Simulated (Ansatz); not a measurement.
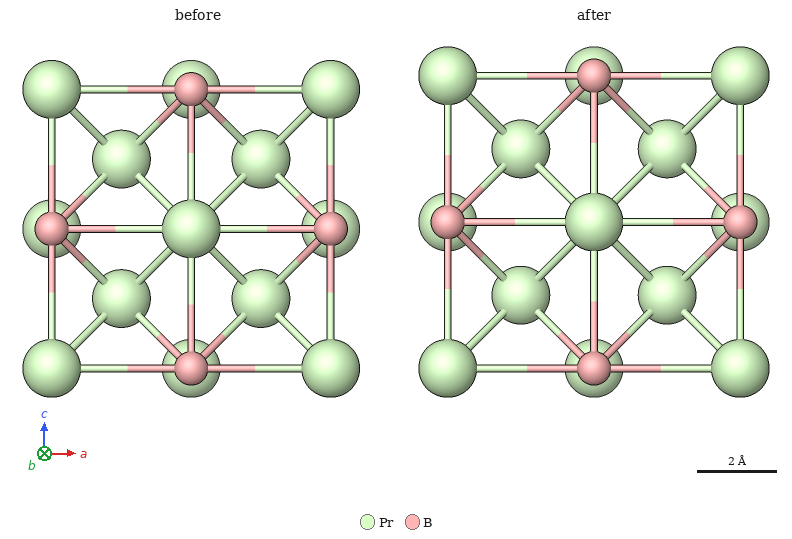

The structure of crystalline Pr3B (a generated structure, set up in Fm-3m) (coarse preliminary run) before (left) and after (right) a relaxation, at one scale.

A ball-and-stick model of the conventional cell (4 times the calculation's cell), seen along the b axis. Lengths and directions refer to the drawn axes.

These are results of DFT PBE, scalar-relativistic, plane waves, PAW; 4f electrons in the core of a trivalent norm-conserving potential in Ansatz 0.2.0, not measurements.

The input:
```yaml
crystal:
  lattice:
    - [0.0, 3.54675769, 3.54675769]
    - [3.54675769, 0.0, 3.54675769]
    - [3.54675769, 3.54675769, 0.0]
  atoms:
    - { symbol: Pr, position: [0.75, 0.75, 0.75] }
    - { symbol: Pr, position: [0.25, 0.25, 0.25] }
    - { symbol: Pr, position: [0.0, 0.0, 0.0] }
    - { symbol: B, position: [0.5, 0.5, 0.5] }
basis:
  ecutwfc: 660
kpoints:
  mp_grid: { grid: [4, 4, 4] }
hamiltonian:
  xc: pbe
  pseudopotentials:
    kind: paw
    azcp: { Pr: "pseudopotentials/pbe/nc/lanthanide_3plus/Pr.nc.azcp" }
scf:
  occupations: { method: gaussian, width: 0.1 }
  lower_state_search: "off"
output:
  forces: true
  stress: true
  eigenvalues: true
relax:
  adjacent_minimum: "off"
  f_tol: 0.04
  max_steps: 70
  cell: { stress_tol: 0.4 }
```

Command:
```bash
ansatz run input.yaml --threads 1 --pin off --max-ram 2560MiB --backend cpu --events-out ev --progress --plain --runs-dir out
```

**What changed between the two?**

The atoms keep their places relative to the cell (all moves are under 0.005 Å). The drawn cell changes as follows: a = b = c 7.094 → 7.439 Å (+4.9 %); the volume changes by +15.3 %. Among the contacts that change: Pr3–B4 3.547 → 3.720 Å, Pr1–Pr2 3.547 → 3.720 Å, Pr1–B4 3.072 → 3.221 Å, Pr1–Pr3 3.072 → 3.221 Å. The space group stays Fm-3m (No. 225). Over 1 accepted move (2 points after the start) the energy falls by 74.9 meV per atom. All forces vanish by symmetry, so only the cell relaxes. The pressure goes from 8.30 to −0.17 GPa. The SCF was repeated once at an unchanged geometry on a basis and grid sized afresh for the cell, which shifted the energy by 0.2 meV per atom at most. Cost: 5.8 s on 1 thread of Arm Neoverse V2, with other jobs on the host, peak memory 0.34 GiB.
